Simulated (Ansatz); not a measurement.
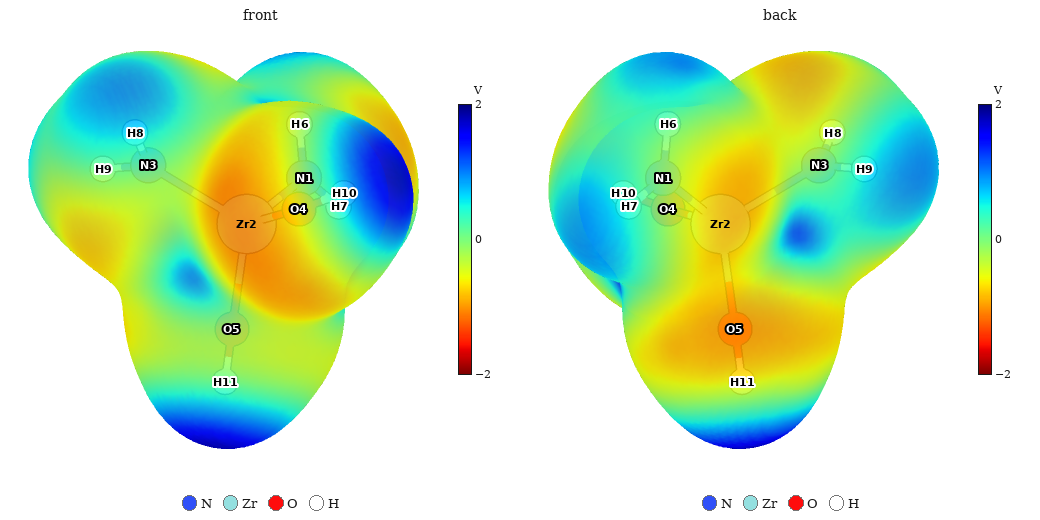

Figure 1: H6N2O2Zr (SMILES [NH2][Zr]([NH2])([OH])[OH]). The electrostatic potential painted on the density surface at 0.001 e/bohr³, seen from the front and from behind; the colour scale runs from red (negative) to blue (positive).

Geometry: PBE0-D4/def2-TZVP; core potentials replace the inner electrons of Zr.

Computed with Ansatz 0.2.0, RKS PBE0-D4/def2-TZVPP.

Input

```
crystal:
  periodic: [false, false, false]
  atoms:
    - {symbol: N, position_ang: [-1.621683, 0.371603, 0.838968]}
    - {symbol: Zr, position_ang: [0.029675, -0.029157, -0.300554]}
    - {symbol: N, position_ang: [1.569164, -0.421596, 0.986713]}
    - {symbol: O, position_ang: [0.603886, 1.524534, -1.314535]}
    - {symbol: O, position_ang: [-0.447518, -1.538347, -1.417890]}
    - {symbol: H, position_ang: [-1.613220, 0.745268, 1.777300]}
    - {symbol: H, position_ang: [-2.576086, 0.161628, 0.581734]}
    - {symbol: H, position_ang: [2.391999, 0.155886, 1.090137]}
    - {symbol: H, position_ang: [1.692592, -1.261656, 1.534762]}
    - {symbol: H, position_ang: [0.414324, 2.412561, -1.605541]}
    - {symbol: H, position_ang: [-0.443133, -2.120705, -2.171094]}
basis:
  gaussian: {orbitals: def2-TZVPP}
hamiltonian: {xc: pbe0, dispersion: d4}
output: {orbitals: {seedname: orbitals}}
```

Launched as:

```sh
ansatz run in.yaml --threads 4 --pin off --events-out ev --progress --plain --max-ram 10444MiB
```

**Which sites attract a positive test charge, and which a negative one?**

A positive charge is drawn to the negative regions and a negative charge to the positive ones. The most negative region (about −1.1 V) lies over O4, the most positive (about +1.7 V) over H10 and H11. O4 is the likeliest acceptor of a hydrogen bond.
